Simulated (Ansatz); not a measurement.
Bands of a (5,0) GaN nanotube, along its axis.

Levels: PBE (plane waves to 420 eV, PAW; Ansatz, an electronic-structure program); PBE with spin-orbit coupling in Ansatz. Unmarked values and the geometry are of the first. Mesh 1×1×6. No spin polarisation. Isolated but for its images some 11 Å away. A hypothetical model, rolled from the flat sheet. It keeps the symmetry and period of its start, so it need not be a minimum against all distortions.

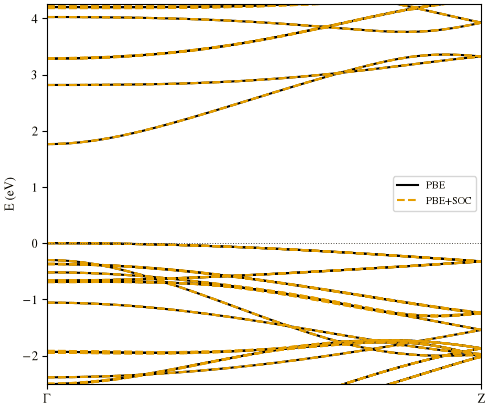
Figure. Bands from the zone centre to the zone edge (period 5.46 Å); the dotted line marks the highest filled level of each set

Q: Is it a metal or a semiconductor at this level? Give what the bands show.

A: A semiconductor in PBE.
```
Property                                    Result
----------------------------  --------------------
PBE gap                       1.76 eV, direct at Γ
PBE+SOC gap at this geometry               1.76 eV
```
